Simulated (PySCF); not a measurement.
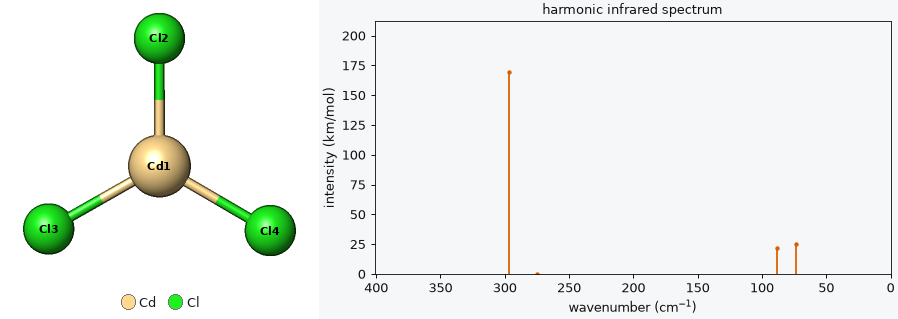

Infrared spectrum of CdCl₃⁻, singlet (point group D3h). Unscaled harmonic wavenumbers and double-harmonic intensities, PBE0/def2-SVPD (ECP) with PySCF, isolated molecule. The structure is the lowest point that the starts tried gave, with the shape that electron-pair counting expects. Degenerate modes count as one line, with their intensities summed.

**Which modes are missing from the spectrum (below 0.05 km/mol)?**

274.6 cm⁻¹ (a1').

**List the modes.**

```
 cm⁻¹  km/mol  symmetry
 73.4    25.4   e' (×2)
 88.6    21.8      a2''
274.6     0.0       a1'
296.8   169.5   e' (×2)
```

Note: double-zeta basis on some or all atoms.
